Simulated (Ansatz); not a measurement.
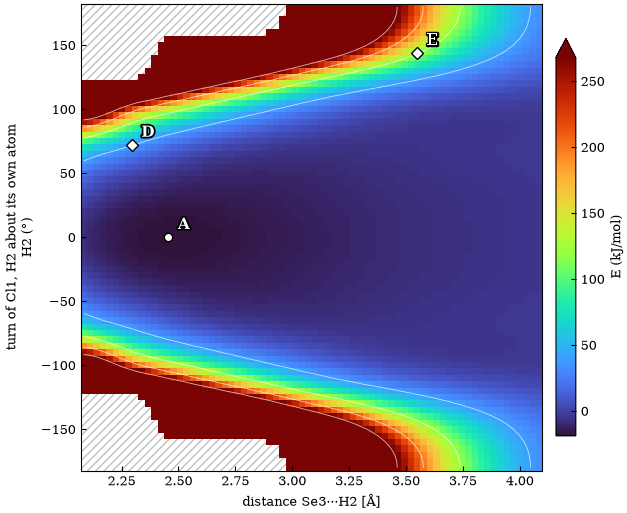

The pair ClH···H₂Se. The turn is about an axis along (0.55, −0.80, 0.23) in the frame of the relaxed pair, normal to the line between the partners. Coordinates scanned: (1) distance Se3···H2; (2) turn of Cl1, H2 about its own atom H2. The scan uses an 11 × 10 grid. At 12 points there is no value (left out of the scan, as a rule where atoms come close). Points are written as (first, second). All energies are given in kJ/mol relative to the two partners far apart, frozen as in the relaxed pair, each in its own basis (no counterpoise correction). Level of theory: Ansatz 0.2.0, RKS PBE0-D4/def2-TZVPD.

The picture shows a smooth colour map with a few white contour lines, one colour for all values above the top of the scale, hatched blanks where no value was computed, lettered points. Between grid points the surface is interpolated.

### What kind of point is each of A, E: minimum, saddle, maximum or slope?

A: minimum; E: on a slope. (In these two coordinates alone; a stationary point may lie a little off the grid point.)

### Rank the lettered points by energy, lowest first.

A (−19 kJ/mol), D (41 kJ/mol), E (124 kJ/mol).
